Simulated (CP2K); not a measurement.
**C3H5Ga (SMILES C#[C][GaH][CH3]) at revPBE-D3(BJ)/TZV2P-MOLOPT-PBE-GTH (core potential)**

What is the energy change on altering one bond length of C3H5Ga at revPBE-D3(BJ)/TZV2P-MOLOPT-PBE-GTH (core potential)? 

The results are computed with CP2K 2026.2.

### 1 The molecule

C3H5Ga: 9 atoms, total charge 0, spin state singlet. As SMILES, `C#[C][GaH][CH3]`. Geometry: relaxed at PBE0-D4/def2-TZVP.

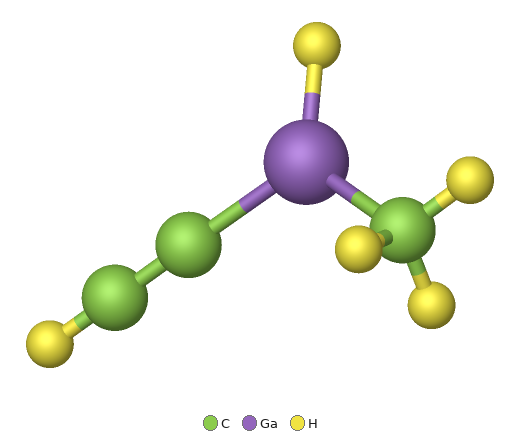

The structure, seen from a chosen angle (carbon green, gallium purple, hydrogen yellow).

### 2 The energy at revPBE-D3(BJ)/TZV2P-MOLOPT-PBE-GTH (core potential)

Contents of run.inp:

```
&GLOBAL
   PROJECT_NAME run
   RUN_TYPE ENERGY
   PRINT_LEVEL MEDIUM
&END GLOBAL

&FORCE_EVAL
   METHOD QS
   &DFT
      BASIS_SET_FILE_NAME BASIS_MOLOPT_UZH
      POTENTIAL_FILE_NAME POTENTIAL_UZH
      # Quickstep
      &QS
         METHOD GPW
         EPS_DEFAULT 1.0E-10
      &END QS
      # real-space grids
      &MGRID
         CUTOFF 400
         REL_CUTOFF 50
         NGRIDS 4
      &END MGRID
      # cluster boundary conditions
      &POISSON
         PERIODIC NONE
         POISSON_SOLVER MULTIPOLE
      &END POISSON
      &SCF
         SCF_GUESS ATOMIC
         EPS_SCF 1.0E-06
         MAX_SCF 50
         &OT
            MINIMIZER DIIS
            PRECONDITIONER FULL_ALL
         &END OT
         &OUTER_SCF
            EPS_SCF 1.0E-06
            MAX_SCF 10
         &END OUTER_SCF
      &END SCF
      &XC
         &XC_FUNCTIONAL
            &PBE
               PARAMETRIZATION REVPBE
            &END PBE
         &END XC_FUNCTIONAL
         &VDW_POTENTIAL
            POTENTIAL_TYPE PAIR_POTENTIAL
            &PAIR_POTENTIAL
               TYPE DFTD3(BJ)
               PARAMETER_FILE_NAME dftd3.dat
               REFERENCE_FUNCTIONAL revPBE
               R_CUTOFF 15
            &END PAIR_POTENTIAL
         &END VDW_POTENTIAL
      &END XC
      &PRINT
         &MOMENTS
            PERIODIC F
            REFERENCE COM
            MAX_MOMENT 1
         &END MOMENTS
         &MO_CUBES
            NLUMO 5
            NHOMO -1
            WRITE_CUBE F
         &END MO_CUBES
         &HIRSHFELD OFF
         &END HIRSHFELD
      &END PRINT
   &END DFT
   &SUBSYS
      # vacuum box
      &CELL
         ABC 10.9 10.7 12.1
         PERIODIC NONE
      &END CELL
      &COORD
         C      1.498700     0.816800    -2.138700
         C      0.950000     0.745200    -1.062800
         Ga     0.068800     0.611200     0.643700
         C     -1.036100    -0.972500     0.966400
         H      1.983700     0.883100    -3.086100
         H      0.292600     1.783100     1.655500
         H     -0.451400    -1.877200     0.782100
         H     -1.435200    -1.006300     1.980000
         H     -1.871000    -0.983500     0.260000
      &END COORD
      &TOPOLOGY
         &CENTER_COORDINATES
         &END CENTER_COORDINATES
      &END TOPOLOGY
      &KIND C
         BASIS_SET TZV2P-MOLOPT-PBE-GTH-q4
         POTENTIAL GTH-PBE-q4
      &END KIND
      &KIND Ga
         BASIS_SET TZV2P-MOLOPT-PBE-GTH-q13
         POTENTIAL GTH-PBE-q13
      &END KIND
      &KIND H
         BASIS_SET TZV2P-MOLOPT-PBE-GTH-q1
         POTENTIAL GTH-PBE-q1
      &END KIND
   &END SUBSYS
&END FORCE_EVAL
```

Command:

```
OMP_NUM_THREADS=1 cp2k.psmp -i run.inp -o run.out
```

The program printed, shortened:

```text
CP2K| version string:                                       CP2K version 2026.2
[...]
 GLOBAL| Method name                                                        CP2K
[...]
 GLOBAL| Run type                                                         ENERGY
[...]
 DFT| Spin restricted Kohn-Sham (RKS) calculation                            RKS
 DFT| Multiplicity                                                             1
[...]
 DFT| Charge                                                                   0
[...]
 FUNCTIONAL| PBE:
[...]
 QS| Method:                                                                 GPW
[...]
 QS| Density cutoff [a.u.]:                                                200.0
[...]
 QS| Relative density cutoff [a.u.]:                                        25.0
[...]
                             - Atoms:                                          9
[...]
                             - Spherical basis functions:                    198
[...]
 Number of electrons:                                                         30
[...]
     1 OT DIIS     0.15E+00    1.6     0.12525506       -91.0852736600 -9.11E+01
[...]
    50 OT DIIS     0.15E+00    1.7     0.00000091       -94.6012841859 -1.30E-09
  *** SCF run converged in    50 steps ***
[...]
  Overlap energy of the core charge distribution:               0.00001420561300
  Self energy of the core charge distribution:               -144.32054696494285
  Core Hamiltonian energy:                                     44.06131899592918
  Hartree energy:                                              22.83353275102611
  Exchange-correlation energy:                                -17.16253610745962
  Dispersion energy:                                           -0.01306706609949
  Total energy:                                               -94.60128418593365
[...]
                     Mulliken Population Analysis
 #  Atom  Element  Kind  Atomic population                           Net charge
       1     C        1          4.199305                             -0.199305
       2     C        1          4.037103                             -0.037103
       3     Ga       2         12.779373                              0.220627
       4     C        1          3.975855                              0.024145
       5     H        3          0.944170                              0.055830
       6     H        3          1.070468                             -0.070468
       7     H        3          0.998237                              0.001763
       8     H        3          0.994882                              0.005118
       9     H        3          1.000607                             -0.000607
 # Total charge                             30.000000                  0.000000
[...]
  Dipole moment [Debye]
    X= -0.4456752E+00 Y= -0.6527028E+00 Z=  0.7258106E-01  Total=      0.7936720
[...]
 WARNING : did not converge in ot_eigensolver
 number of iterations          299  exceeded maximum
 current gradient / target gradient   1.1008094809442485E-003  /    1.0000000000000001E-005
[...]
 HOMO - LUMO gap [eV] :    4.185994
 ENERGY| Total FORCE_EVAL ( QS ) energy [hartree]            -94.601284185933650
[...]
```

Wall time 91 s (1 thread of Arm Neoverse V2, shared host); peak memory 1.1 GiB.

### 3 The distorted shape at the same level

Contents of run.inp:

```
&force_eval
  method Quickstep
  &dft
    basis_set_file_name BASIS_MOLOPT_UZH
    potential_file_name POTENTIAL_UZH
    charge 0
    multiplicity 1
    ! Quickstep
    &qs
      method GPW
      eps_default 1.0E-10
    &end
    ! plane-wave cutoff in Ry
    &mgrid
      cutoff 400
      rel_cutoff 50
      ngrids 4
    &end
    &poisson
      periodic NONE
      poisson_solver MULTIPOLE
    &end
    ! SCF settings
    &scf
      scf_guess ATOMIC
      eps_scf 1.0E-06
      max_scf 80
      added_mos 10
      &diagonalization
        algorithm STANDARD
      &end
      &mixing
        method BROYDEN_MIXING
        alpha 0.4
        nbuffer 8
      &end
    &end
    ! exchange and correlation
    &xc
      &xc_functional
        &pbe
          parametrization REVPBE
        &end
      &end
      &vdw_potential
        potential_type PAIR_POTENTIAL
        &pair_potential
          type DFTD3(BJ)
          parameter_file_name dftd3.dat
          reference_functional revPBE
          r_cutoff 15
        &end
      &end
    &end
    &print
      &moments
        periodic F
        reference COM
        max_moment 1
      &end
      &mo ON
        energies T
        occupation_numbers T
        ndigits 6
        &each
          qs_scf 0
        &end
        add_last NUMERIC
      &end
      &hirshfeld OFF
      &end
    &end
  &end
  &subsys
    ! box in angstrom
    &cell
      abc [angstrom] 10.9 11.7 12.1
      periodic NONE
    &end
    &coord
      C      0.797045     1.902464    -1.917535
      C      0.248345     1.830864    -0.841635
      Ga    -0.632855     1.696864     0.864865
      C     -1.737755     0.113164     1.187565
      H      1.282045     1.968764    -2.864935
      H     -0.409055     2.868764     1.876665
      H     -0.451400    -1.877200     0.782100
      H     -2.136855     0.079364     2.201165
      H     -2.572655     0.102164     0.481165
    &end
    &topology
      &center_coordinates
      &end
    &end
    &kind C
      basis_set TZV2P-MOLOPT-PBE-GTH-q4
      potential GTH-PBE-q4
    &end
    &kind Ga
      basis_set TZV2P-MOLOPT-PBE-GTH-q13
      potential GTH-PBE-q13
    &end
    &kind H
      basis_set TZV2P-MOLOPT-PBE-GTH-q1
      potential GTH-PBE-q1
    &end
  &end
&end

&global
  project run
  run_type ENERGY
  print_level MEDIUM
&end
```

Command:

```
OMP_NUM_THREADS=1 cp2k.psmp run.inp > run.out
```

The program printed, shortened:

```text
CP2K| version string:                                       CP2K version 2026.2
[...]
 GLOBAL| Method name                                                        CP2K
[...]
 GLOBAL| Run type                                                         ENERGY
[...]
 DFT| Spin restricted Kohn-Sham (RKS) calculation                            RKS
 DFT| Multiplicity                                                             1
[...]
 DFT| Charge                                                                   0
[...]
 FUNCTIONAL| PBE:
[...]
 QS| Method:                                                                 GPW
[...]
 QS| Density cutoff [a.u.]:                                                200.0
[...]
 QS| Relative density cutoff [a.u.]:                                        25.0
[...]
                             - Atoms:                                          9
[...]
                             - Spherical basis functions:                    198
[...]
 Number of electrons:                                                         30
[...]
     1 NoMix/Diag. 0.40E+00    1.7     1.23653278       -93.7988596681 -9.38E+01
[...]
    24 Broy./Diag. 0.40E+00    2.2     0.00000074       -94.4374602877 -2.70E-06
  *** SCF run converged in    24 steps ***
[...]
  Overlap energy of the core charge distribution:               0.00001390781113
  Self energy of the core charge distribution:               -144.32054696494285
  Core Hamiltonian energy:                                     43.70089394582453
  Hartree energy:                                              23.16550427168612
  Exchange-correlation energy:                                -16.96980897622282
  Dispersion energy:                                           -0.01351647187555
  Total energy:                                               -94.43746028771942
[...]
  Dipole moment [Debye]
    X= -0.8876372E+00 Y=  0.5301733E+00 Z=  0.1787828E+00  Total=      1.0492601
 ENERGY| Total FORCE_EVAL ( QS ) energy [hartree]            -94.437460287719418
[...]
```

It took 53 s on 1 thread of Arm Neoverse V2, shared host; peak memory 2.1 GiB.

### 4 Summary of results

At revPBE-D3(BJ)/TZV2P-MOLOPT-PBE-GTH (core potential):

```
                                                         quantity          value
                                        first shape: total energy   -94.60128 Eh
                                       first shape: dipole moment         0.79 D
                                         first shape: HOMO energy       -6.45 eV
                                         first shape: LUMO energy       -2.26 eV
                                       first shape: HOMO–LUMO gap        4.19 eV
                                   first shape: dispersion energy  -34.31 kJ/mol
                                    distorted shape: total energy   -94.43746 Eh
                                   distorted shape: dipole moment         1.05 D
                                     distorted shape: HOMO energy       -6.44 eV
                                     distorted shape: LUMO energy       -4.30 eV
                                   distorted shape: HOMO–LUMO gap        2.14 eV
                               distorted shape: dispersion energy  -35.49 kJ/mol
energy change with the C4–H7 bond stretched from 1.093 to 2.404 Å       4.458 eV
```

One bond (distorted shape) is far stretched, which a spin-restricted single reference describes badly; a broken-symmetry solution may lie lower. With the C4–H7 bond stretched from 1.093 to 2.404 Å the energy rises by 4.46 eV (103 kcal/mol). The first shape isn't relaxed at this level, so the change isn't measured from a minimum. A restricted reference can't describe the breaking bond well at this length.
